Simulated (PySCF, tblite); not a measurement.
# C₇H₁₁N: a rotation path, then NMR shifts on frames, part 1 of 2

Aim: move C₇H₁₁N (`C1=CCN(C2CC2)C1`) away from its starting geometry and see how NMR shifts follow the geometry.

The runs use tblite 0.8.0 and PySCF 2.14.0, with density-fitted response routines of our own; the level of theory stands in each step. All values are computed, except where a source is named. Atoms are numbered from 0 throughout.

## Step 1: Starting geometry

19 atoms, charge 0, multiplicity 1; geometry from: GFN2-xTB.

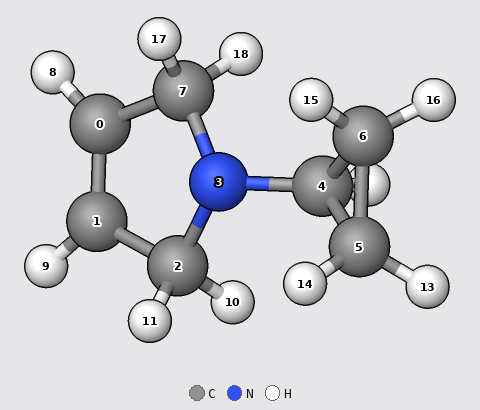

The starting geometry (carbon grey, nitrogen blue, hydrogen white), atoms numbered; sticks join atoms by distance.

## Step 2: The rotation path with GFN2-xTB

Job settings and geometry (Å):

```
{"job": {"kind": "neb", "xc": "GFN2-xTB", "basis": "xTB", "atoms": [5, 4, 3, 7], "turn": 120}, "charge": 0, "multiplicity": 1}
C     -2.183149     0.928321    -0.700441
C     -2.462192    -0.214350    -0.099642
C     -1.210620    -0.870765     0.391717
N     -0.179135     0.144190     0.190405
C      1.097864    -0.362498    -0.180070
C      1.993566    -0.873561     0.908035
C      2.309329     0.421847     0.225952
C     -0.709012     1.183489    -0.689125
H     -2.873102     1.608690    -1.166271
H     -3.428841    -0.666862     0.030589
H     -1.007261    -1.795888    -0.175697
H     -1.268997    -1.138625     1.453183
H      1.142344    -0.881468    -1.145413
H      2.613539    -1.732726     0.703177
H      1.618353    -0.827782     1.917596
H      2.144208     1.331330     0.780705
H      3.148168     0.460951    -0.451887
H     -0.459986     2.173370    -0.289644
H     -0.294880     1.121588    -1.710633
```

With the program's defaults for keys left out, this is: GFN2-xTB climbing-image nudged elastic band, gas phase.

On the command line:

```console
OMP_NUM_THREADS=1 python probes_run.py task.json out
```

The driver reads the jobs from task.json and runs them one after another.

Output:

```text
image   E - E0 / eV
  0       0.0000
  1       0.0148
  2       0.0527
  3       0.0998
  4       0.1405
  5       0.1526
  6       0.1247
  7       0.0795
  8       0.0552
```

It took 8.8 s on 1 thread, shared host.

The final band, with the dihedral C5–C4–N3–C7:

```
image  dihedral (°)  energy (eV)  energy (kcal/mol)
    0           151        0.000                0.0
    1           166        0.015                0.3
    2           181        0.053                1.2
    3           197        0.100                2.3
    4           213        0.140                3.2
    5           229        0.153                3.5
    6           246        0.125                2.9
    7           264        0.080                1.8
    8           279        0.055                1.3
```

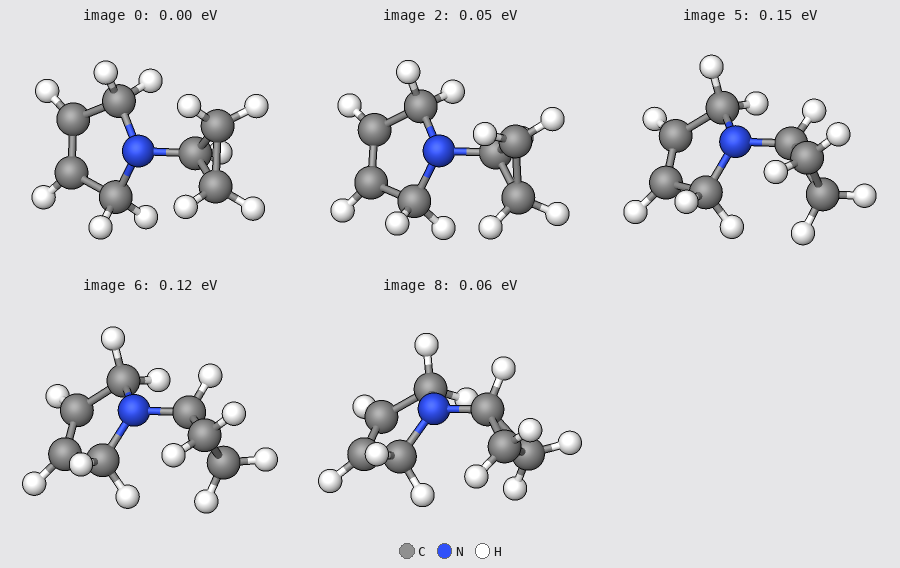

Images along the band.

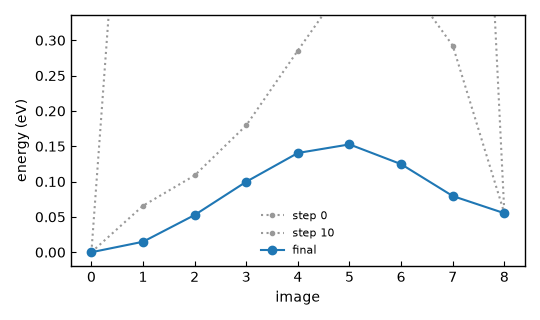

Energy along the band, early and final.

## Step 3: Shielding tensors: image 0, PBE0/pcSseg-1

Job settings and geometry (Å):

```
{"job": {"kind": "nmr", "xc": "PBE0", "basis": "pcSseg-1", "pop": false}, "charge": 0, "multiplicity": 1}
C     -2.183100     0.928300    -0.700400
C     -2.462200    -0.214400    -0.099600
C     -1.210600    -0.870800     0.391700
N     -0.179100     0.144200     0.190400
C      1.097900    -0.362500    -0.180100
C      1.993600    -0.873600     0.908000
C      2.309300     0.421800     0.226000
C     -0.709000     1.183500    -0.689100
H     -2.873100     1.608700    -1.166300
H     -3.428800    -0.666900     0.030600
H     -1.007300    -1.795900    -0.175700
H     -1.269000    -1.138600     1.453200
H      1.142300    -0.881500    -1.145400
H      2.613500    -1.732700     0.703200
H      1.618400    -0.827800     1.917600
H      2.144200     1.331300     0.780700
H      3.148200     0.461000    -0.451900
H     -0.460000     2.173400    -0.289600
H     -0.294900     1.121600    -1.710600
```

Method: GIAO PBE0/pcSseg-1 NMR shielding, non-relativistic, gas phase.

Output:

```text
coarse grid: 15488 points
cycle   1  E = -327.5239084508  dE =  1.304e+00  |g| = 3.948e-01  |ddm| = 3.906e+00
cycle   2  E = -327.5218735898  dE =  2.035e-03  |g| = 4.239e-01  |ddm| = 8.668e-01
cycle   3  E = -327.5676117436  dE = -4.574e-02  |g| = 4.554e-02  |ddm| = 4.681e-01
cycle   4  E = -327.5678778146  dE = -2.661e-04  |g| = 2.660e-02  |ddm| = 5.595e-02
cycle   5  E = -327.5680165632  dE = -1.387e-04  |g| = 5.826e-03  |ddm| = 2.767e-02
cycle   6  E = -327.5680234215  dE = -6.858e-06  |g| = 1.106e-03  |ddm| = 6.051e-03
final grid: 148544 points
cycle   7  E = -327.6153109666  dE = -4.526e-05  |g| = 8.406e-03  |ddm| = 3.257e-02
cycle   8  E = -327.6153064835  dE =  4.483e-06  |g| = 9.528e-03  |ddm| = 1.692e-02
cycle   9  E = -327.6153297124  dE = -2.323e-05  |g| = 5.736e-04  |ddm| = 9.259e-03
cycle  10  E = -327.6153297657  dE = -5.331e-08  |g| = 2.922e-04  |ddm| = 8.210e-04
cycle  11  E = -327.6153297829  dE = -1.719e-08  |g| = 3.566e-05  |ddm| = 2.658e-04
cycle  12  E = -327.6153297832  dE = -2.278e-10  |g| = 1.469e-05  |ddm| = 4.545e-05
converged SCF energy = -327.6153297832

GIAO shielding tensors (ppm)
atom      isotropic    diamagn.    paramagn.     s11        s22        s33       span
  0 C       51.657     257.009    -205.352    -55.173     69.105    141.039    196.212
  1 C       51.642     257.017    -205.374    -55.187     69.096    141.019    196.206
  2 C      121.624     244.746    -123.123     92.309    114.727    157.835     65.526
  3 N      208.040     325.324    -117.283    141.016    211.733    271.372    130.356
  4 C      148.604     244.842     -96.238    118.401    119.669    207.741     89.340
  5 C      178.460     252.970     -74.510    148.179    175.781    211.421     63.242
  6 C      178.456     252.979     -74.524    148.173    175.755    211.438     63.266
  7 C      121.659     244.753    -123.094     92.337    114.772    157.869     65.532
  8 H       25.847      30.342      -4.495     24.664     25.107     27.771      3.108
  9 H       25.847      30.346      -4.499     24.665     25.107     27.768      3.103
 10 H       28.062      30.593      -2.531     23.830     27.578     32.779      8.949
 11 H       27.555      30.459      -2.904     22.555     26.490     33.619     11.064
 12 H       29.995      31.376      -1.381     23.552     29.181     37.250     13.699
 13 H       31.360      30.551       0.809     25.844     26.658     41.579     15.736
 14 H       31.249      31.785      -0.536     26.061     28.392     39.295     13.234
 15 H       31.250      31.788      -0.538     26.061     28.395     39.295     13.234
 16 H       31.353      30.545       0.808     25.838     26.652     41.570     15.732
 17 H       27.559      30.465      -2.905     22.558     26.497     33.623     11.065
 18 H       28.065      30.598      -2.532     23.833     27.581     32.782      8.949
```

Run time: 68 s. Hardware: 1 thread, shared host.

Shifts follow as δ = σ(reference) − σ, with reference shieldings (ppm) from runs at the same level and on the same kind of geometry: ¹H TMS 31.72, ¹³C TMS 186.9, ¹⁵N NH3 267.7. The references are single molecules in the gas phase, so shifts against H2O, NH3, PH3, H3PO4 or CFCl3 are not on the usual liquid scales and can be off by tens of ppm. Each atom is listed at this fixed geometry, with no averaging over motion; a spectrum would average atoms that exchange fast.

```
atoms                                 environment  σ (ppm)  δ (ppm)
   C1                                   alkene CH     51.6    135.3
   C0                                   alkene CH     51.7    135.3
   C2                 allylic sp3 CH2 bonded to N    121.6     65.3
   C7                 allylic sp3 CH2 bonded to N    121.7     65.3
   C4                  three-membered-ring carbon    148.6     38.3
   C6                  three-membered-ring carbon    178.5      8.5
   C5                  three-membered-ring carbon    178.5      8.5
   H9                    hydrogen on an alkene CH    25.85     5.87
   H8                    hydrogen on an alkene CH    25.85     5.87
  H11  hydrogen on an allylic sp3 CH2 bonded to N    27.55     4.16
  H17  hydrogen on an allylic sp3 CH2 bonded to N    27.56     4.16
  H10  hydrogen on an allylic sp3 CH2 bonded to N    28.06     3.65
  H18  hydrogen on an allylic sp3 CH2 bonded to N    28.07     3.65
  H12    hydrogen on a three-membered-ring carbon    29.99     1.72
  H14    hydrogen on a three-membered-ring carbon    31.25     0.47
  H15    hydrogen on a three-membered-ring carbon    31.25     0.47
  H16    hydrogen on a three-membered-ring carbon    31.35     0.36
  H13    hydrogen on a three-membered-ring carbon    31.36     0.36
   N3                              amine nitrogen    208.0     59.7
```

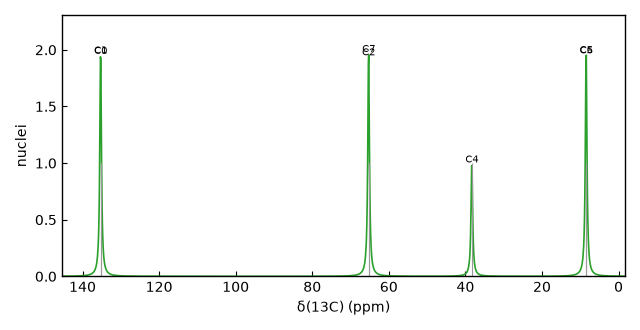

¹³C lines at the computed shifts, without couplings. Lines are broadened to a width of 0.51 ppm (Lorentzian).

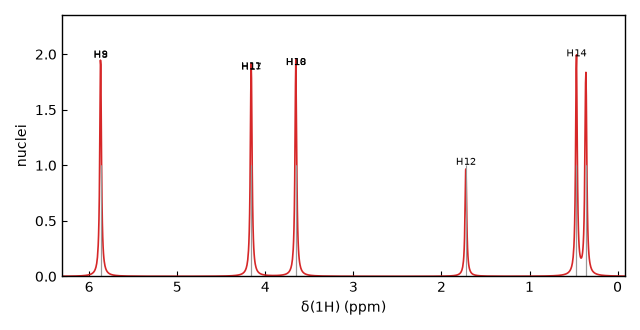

¹H lines at the computed shifts, without couplings. Lines are broadened to a width of 0.02 ppm (Lorentzian).

Ring of atoms C0, C1, C2, N3, C7: NICS(0) -3.9, NICS(1) -2.8, NICS(1)zz -2.3 ppm (means of both faces).

Ring of atoms C4, C5, C6: NICS(0) -42.9, NICS(1) -8.8, NICS(1)zz -21.3 ppm (means of both faces).

The two faces differ (NICS(1)zz -24.1 and -18.6 ppm).

In rings of three or four atoms NICS is ruled by the nearby σ bonds, so it says little on aromaticity.

## Step 4: NMR shieldings: image 2, PBE0/pcSseg-1

Job settings and geometry (Å):

```
{"job": {"kind": "nmr", "xc": "PBE0", "basis": "pcSseg-1", "pop": false}, "charge": 0, "multiplicity": 1}
C     -2.242600     0.818600    -0.785700
C     -2.413000    -0.205200     0.030900
C     -1.099000    -0.686400     0.557500
N     -0.143100     0.312800     0.084700
C      1.157500    -0.162300    -0.256300
C      1.884900    -1.054500     0.700800
C      2.343900     0.358900     0.507800
C     -0.789000     1.151600    -0.916300
H     -3.000800     1.359200    -1.323900
H     -3.338200    -0.677200     0.307700
H     -0.871600    -1.699900     0.188100
H     -1.088900    -0.720200     1.654300
H      1.314900    -0.364300    -1.319800
H      2.482100    -1.857200     0.294400
H      1.400300    -1.301100     1.631300
H      2.140200     1.051700     1.308400
H      3.269300     0.538100    -0.017400
H     -0.584500     2.209500    -0.712900
H     -0.432100     0.937100    -1.940900
```

Level: GIAO PBE0/pcSseg-1 NMR shielding, non-relativistic, gas phase.

Output:

```text
coarse grid: 15488 points
cycle   1  E = -327.5188558553  dE =  1.307e+00  |g| = 3.957e-01  |ddm| = 3.906e+00
cycle   2  E = -327.5168875720  dE =  1.968e-03  |g| = 4.245e-01  |ddm| = 8.670e-01
cycle   3  E = -327.5627436903  dE = -4.586e-02  |g| = 4.448e-02  |ddm| = 4.668e-01
cycle   4  E = -327.5629988071  dE = -2.551e-04  |g| = 2.587e-02  |ddm| = 5.543e-02
cycle   5  E = -327.5631299718  dE = -1.312e-04  |g| = 6.131e-03  |ddm| = 2.771e-02
cycle   6  E = -327.5631375789  dE = -7.607e-06  |g| = 1.228e-03  |ddm| = 6.396e-03
final grid: 148544 points
cycle   7  E = -327.6110061226  dE = -4.824e-05  |g| = 8.672e-03  |ddm| = 3.587e-02
cycle   8  E = -327.6110009844  dE =  5.138e-06  |g| = 9.901e-03  |ddm| = 1.788e-02
cycle   9  E = -327.6110259814  dE = -2.500e-05  |g| = 7.091e-04  |ddm| = 9.701e-03
cycle  10  E = -327.6110260683  dE = -8.690e-08  |g| = 3.383e-04  |ddm| = 9.228e-04
cycle  11  E = -327.6110260933  dE = -2.494e-08  |g| = 5.941e-05  |ddm| = 3.079e-04
cycle  12  E = -327.6110260938  dE = -5.790e-10  |g| = 3.533e-05  |ddm| = 8.491e-05
cycle  13  E = -327.6110260941  dE = -2.939e-10  |g| = 4.063e-06  |ddm| = 3.198e-05
converged SCF energy = -327.6110260941

GIAO shielding tensors (ppm)
atom      isotropic    diamagn.    paramagn.     s11        s22        s33       span
  0 C       51.737     257.182    -205.444    -54.583     70.487    139.308    193.891
  1 C       51.934     256.722    -204.788    -54.773     67.609    142.968    197.742
  2 C      120.503     245.836    -125.333     88.522    116.832    156.155     67.633
  3 N      216.766     325.384    -108.619    144.178    226.178    279.941    135.763
  4 C      146.760     243.520     -96.760    112.412    117.090    210.778     98.366
  5 C      180.342     252.657     -72.316    150.961    177.547    212.517     61.556
  6 C      175.656     253.773     -78.117    138.761    175.372    212.835     74.074
  7 C      120.780     243.638    -122.859     90.916    113.688    157.734     66.819
  8 H       25.808      30.228      -4.419     24.602     24.973     27.850      3.248
  9 H       25.880      30.391      -4.511     24.697     25.272     27.671      2.975
 10 H       27.922      31.403      -3.481     23.372     28.043     32.352      8.980
 11 H       27.622      31.052      -3.431     22.397     26.785     33.684     11.287
 12 H       29.932      31.260      -1.328     23.631     29.030     37.134     13.503
 13 H       31.194      30.479       0.715     25.728     26.549     41.305     15.577
 14 H       31.208      31.958      -0.750     26.159     28.783     38.682     12.523
 15 H       31.313      31.725      -0.412     25.965     28.755     39.217     13.252
 16 H       31.281      30.705       0.576     25.673     26.724     41.446     15.773
 17 H       27.403      29.671      -2.268     22.618     25.829     33.763     11.145
 18 H       28.083      30.139      -2.056     24.363     27.079     32.808      8.445
```

Wall time 68 s (1 thread, shared host).

This run: δ C0 135.2, C1 135.0, C2 66.4, C7 66.1, H8 5.91, H9 5.84 ppm.

(Continued in part 2 of 2.)
